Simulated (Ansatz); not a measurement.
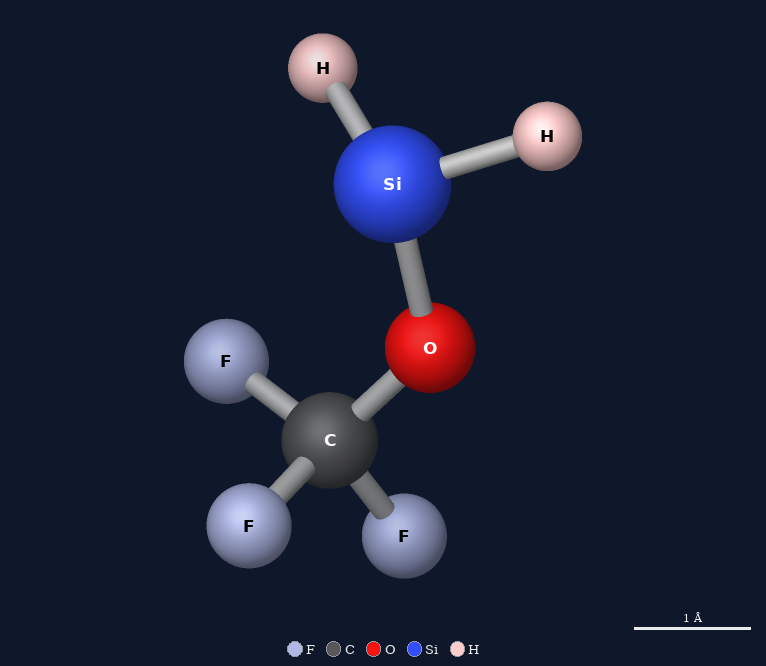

A ball-and-stick model of a molecule. Every bond is drawn as one stick, whatever its order.

Charge 0, doublet. The geometry was computed by an optimisation with PBE0-D4/def2-TZVP.

Which formula does it have?

CH₂F₃OSi, 8 atoms: 1 carbon, 2 hydrogen, 3 fluorine, 1 oxygen and 1 silicon.

Give a SMILES string for it.

FC(F)(F)O[SiH2]

More results for the same structure follow; atom numbers are the same in all pictures, views and colours differ.

Shape

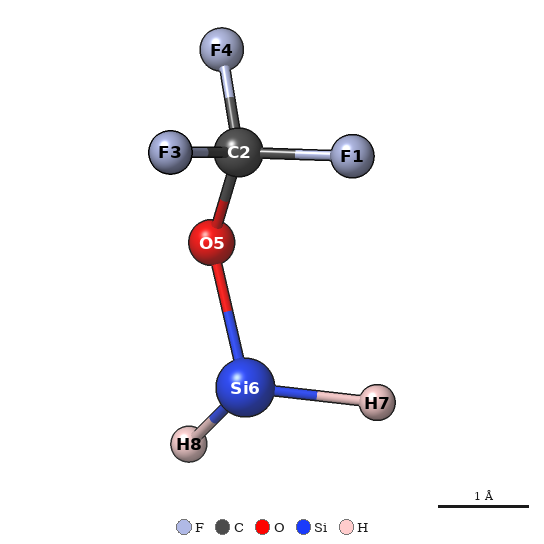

Numbered structure.

Give these bond angles: F1–C2–F3, F1–C2–F4, F1–C2–O5, F3–C2–F4, F3–C2–O5, F4–C2–O5, C2–O5–Si6, O5–Si6–H7, O5–Si6–H8, H7–Si6–H8.

```json
{"angle": "F1–C2–F3", "degrees": "106.9"}
{"angle": "F1–C2–F4", "degrees": "107.9"}
{"angle": "F1–C2–O5", "degrees": "112.2"}
{"angle": "F3–C2–F4", "degrees": "107.9"}
{"angle": "F3–C2–O5", "degrees": "111.8"}
{"angle": "F4–C2–O5", "degrees": "109.8"}
{"angle": "C2–O5–Si6", "degrees": "127.8"}
{"angle": "O5–Si6–H7", "degrees": "109.4"}
{"angle": "O5–Si6–H8", "degrees": "103.0"}
{"angle": "H7–Si6–H8", "degrees": "112.3"}
```

Dipole moment

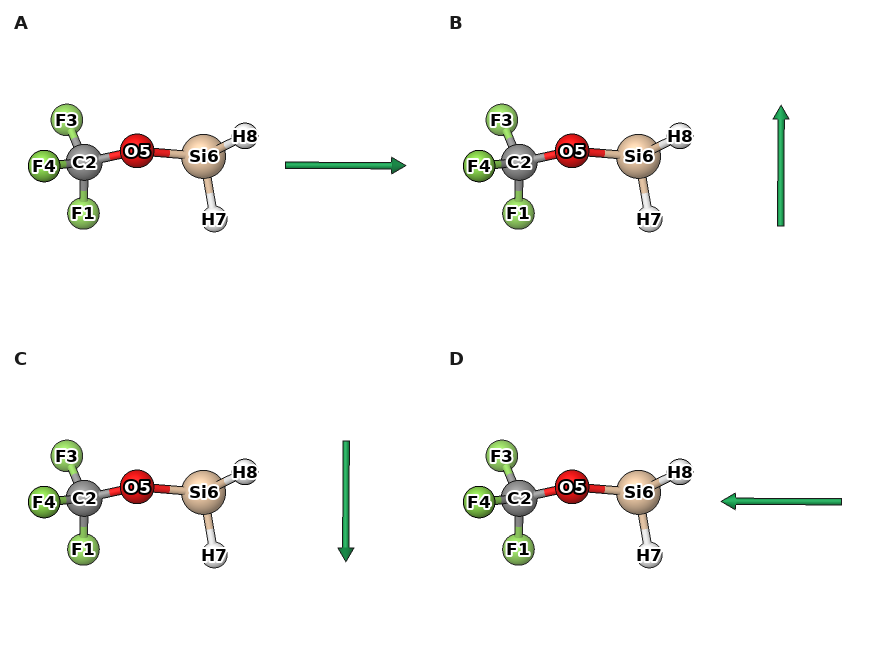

The same molecule four times, each with an arrow. Level of theory: UKS PBE0-D4/def2-TZVP (Ansatz 0.2.0).

Which arrow points along the dipole moment, from the negative to the positive end?

A. The dipole moment is 2.01 D; it points from the side of F4 to the side of H8 (the outermost atoms at the two ends).

Vibrations

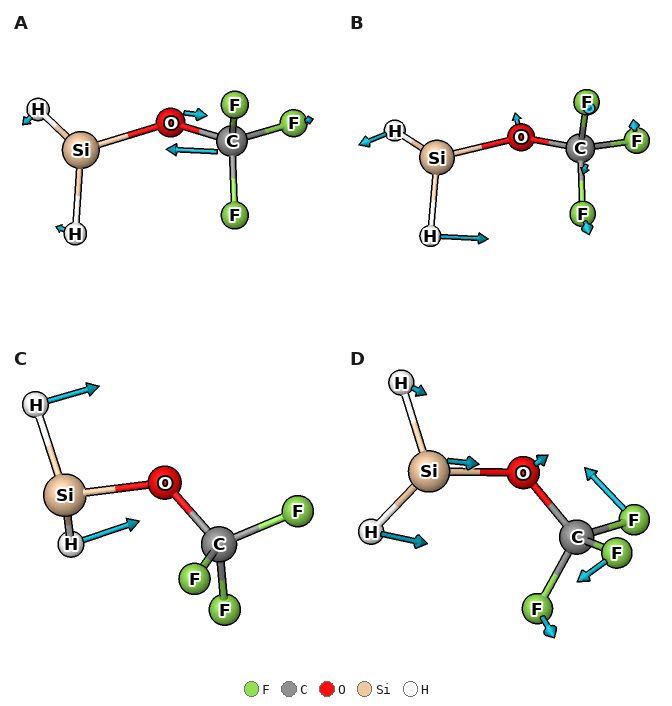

4 normal modes of one molecule or complex, as arrows. Harmonic vibrations computed with UKS PBE0-D4/def2-TZVP (Ansatz 0.2.0) at a stationary point of the same level.

Match the panels to the wavenumbers 402 cm⁻¹, 620 cm⁻¹, 772 cm⁻¹, 1316 cm⁻¹.

A: 1316 cm⁻¹
B: 620 cm⁻¹, angle bending
C: 772 cm⁻¹, H–Si–O bending
D: 402 cm⁻¹, angle bending

Levels of theory compared

Program: Ansatz 0.2.0.

At this fixed geometry, give HOMO energy (eV) at these levels: B3LYP-D4/def2-TZVPP; BHLYP-D4/def2-TZVPP; BLYP-D4/def2-TZVPP; PBE0-D4/def2-QZVPP; PBE0-D4/def2-TZVPP; r2SCAN-D4/def2-TZVPP; r2SCAN0-D4/def2-TZVPP; r2SCANh-D4/def2-TZVPP; revPBE-D4/def2-TZVPP; ωB97M-V/def2-SVP; ωB97X-V/def2-TZVPP.

| level | HOMO energy (eV) |
| --- | --- |
| B3LYP-D4/def2-TZVPP | −6.52 |
| BHLYP-D4/def2-TZVPP | −7.84 |
| BLYP-D4/def2-TZVPP | −5.39 |
| PBE0-D4/def2-QZVPP | −6.82 |
| PBE0-D4/def2-TZVPP | −6.81 |
| r2SCAN-D4/def2-TZVPP | −5.97 |
| r2SCAN0-D4/def2-TZVPP | −7.07 |
| r2SCANh-D4/def2-TZVPP | −6.41 |
| revPBE-D4/def2-TZVPP | −5.57 |
| ωB97M-V/def2-SVP | −8.54 |
| ωB97X-V/def2-TZVPP | −8.98 |
